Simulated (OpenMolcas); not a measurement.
**CHClFNSi: a line through the functionals**

The species is CHClFNSi (6 atoms), meant as a singlet with charge 0. As SMILES, `FC1=N[SiH]1Cl`. Geometry: relaxed at PBE0-D4/def2-TZVP.

The HOMO–LUMO gap y, in eV, basis 6-31G(d); a is the functional's share of exact exchange. Programs: OpenMolcas 26.06.

```
functional     program     a  y (eV)
      TPSS  OpenMolcas     0    4.90
      BLYP  OpenMolcas     0    4.69
     B3LYP  OpenMolcas   0.2    6.52
      PBE0  OpenMolcas  0.25       ?
     BHLYP  OpenMolcas   0.5    9.15
```

Task: Fit y = c + s·a to the known rows and predict PBE0.

Result: 
1. Means of the 4 rows: a = 0.1750, y = 6.315.
2. Σ(Δa)² = 0.1675, Σ(Δa·Δy) = 1.4585, so the slope is 1.4585/0.1675 = 8.7075.
3. Intercept: 6.315 − (8.7075) × 0.1750 = 4.791. The largest residual of the fit is 0.11.
4. PBE0: 4.791 + (8.7075) × 0.25 = 6.97 eV.

The run gave 6.97 eV, so the prediction is off by 0.00 eV: they agree to the digits shown. Exact exchange lowers occupied levels and raises empty ones. The rows mix families of semi-local functionals, which the line can't see.

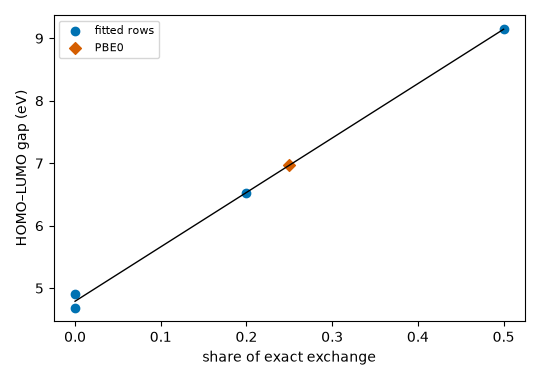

The fitted line, with the withheld row.
